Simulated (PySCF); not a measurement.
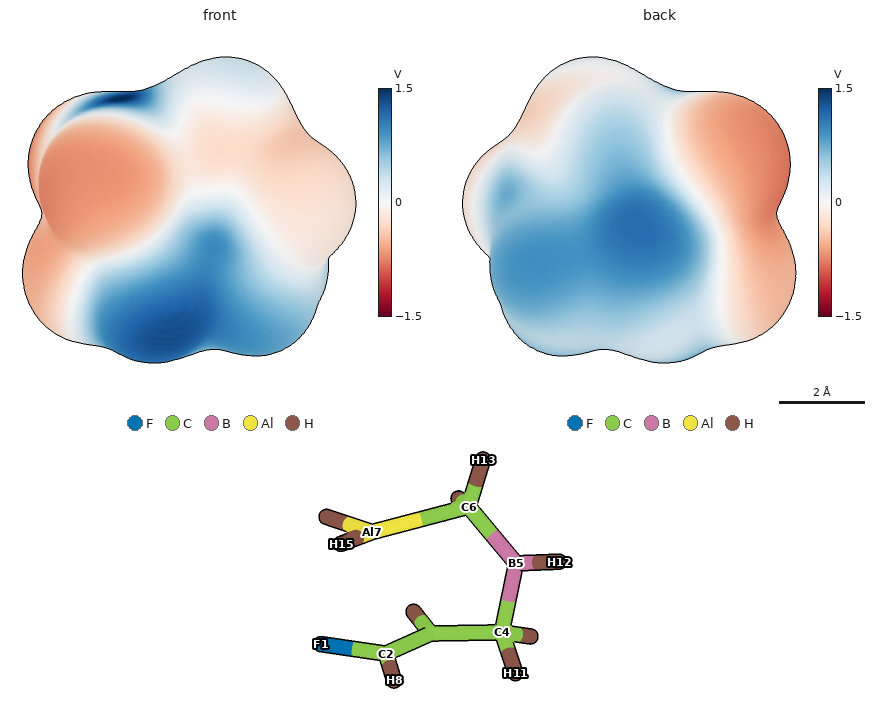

Figure 1: C4H9AlBF (SMILES F/C=C/CB[CH2][AlH2]). The molecular electrostatic potential painted on the density surface at 0.001 e/bohr³, seen from the front and from behind; red is negative and blue positive. The bare structure is drawn below in the same view.

Geometry: GFN2-xTB.

Computed with PBE0/def2-SVPD, SCF density, gas phase in PySCF 2.14.0.

The calculation's input:

```
{"job": {"kind": "uv", "xc": "PBE0", "basis": "def2-SVPD", "nstates": 8, "ntriplets": 3}, "charge": 0, "multiplicity": 1}
F     -1.400821     0.708957     2.183773
C     -1.494624     0.099442     0.974226
C     -1.008497     0.690563    -0.113494
C     -0.875491     0.009932    -1.418679
B      0.541600    -0.770385    -1.381046
C      1.623231    -0.249537    -0.436338
Al     0.952060     0.013120     1.490442
H     -2.034382    -0.833513     1.026583
H     -0.586548     1.684513    -0.003272
H     -0.905756     0.728510    -2.237736
H     -1.688806    -0.700468    -1.569023
H      0.637289    -1.761935    -1.999878
H      2.598975    -0.732627    -0.526065
H      1.781624     0.840793    -0.526231
H      0.653065    -1.153388     2.462173
H      1.199483     1.434969     2.063156
```

Command:

```sh
OMP_NUM_THREADS=1 python probes_run.py task.json out
```

### Which sites attract a positive test charge, and which a negative one?

A positive charge is drawn to the negative regions and a negative charge to the positive ones. The most negative region (about −0.8 V) lies over H16, the most positive (about +1.4 V) over Al7.

### How polar is the molecule by this calculation?

Its dipole moment is 2.47 D.
